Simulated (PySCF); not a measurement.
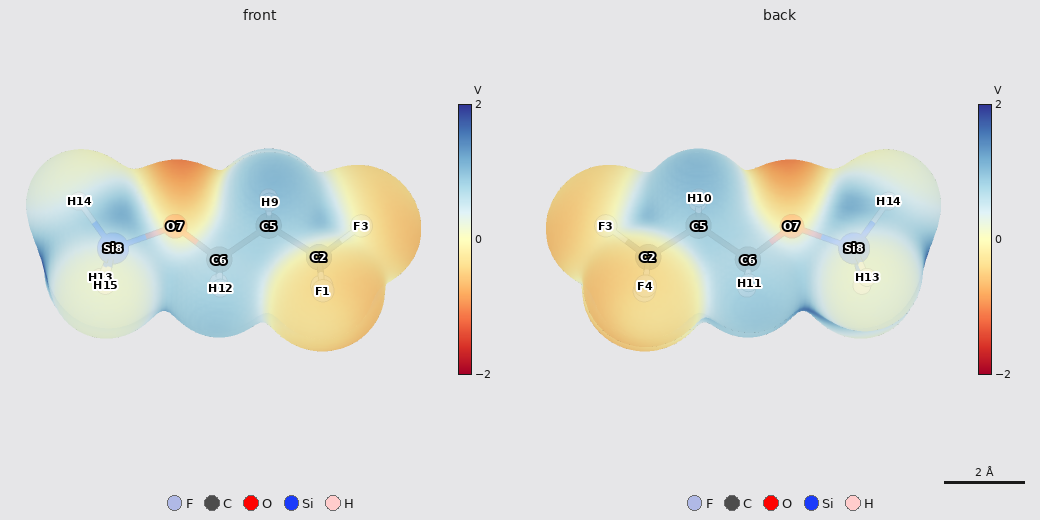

Figure 1: C3H7F3OSi. The electrostatic potential painted on the density surface at 0.002 e/bohr³, seen from the front and from behind; red is negative and blue positive.

Geometry: PBE0-D3(BJ)/def2-SVP.

The calculation used PySCF 2.14.0, PBE0/pcSseg-1, SCF density, gas phase, non-relativistic.

```xyz
15

F    -2.4602    1.4336    0.4235
C    -2.4011    0.1515    0.0407
F    -3.4614   -0.4695    0.5604
F    -2.5385    0.1330   -1.2924
C    -1.1177   -0.4987    0.4764
C     0.1176    0.1709   -0.0941
O     1.2465   -0.4960    0.4002
Si    2.8108   -0.0393    0.0373
H    -1.0808   -0.4724    1.5750
H    -1.1482   -1.5539    0.1680
H     0.0815    0.1330   -1.1994
H     0.1247    1.2390    0.1949
H     3.0626   -0.1441   -1.4339
H     3.6988   -0.9671    0.7851
H     3.0535    1.3757    0.4596
```

Q: Where is the surface potential most negative and most positive?

A: The most negative region (about −1.0 V) lies over O7, the most positive (about +1.6 V) over Si8.
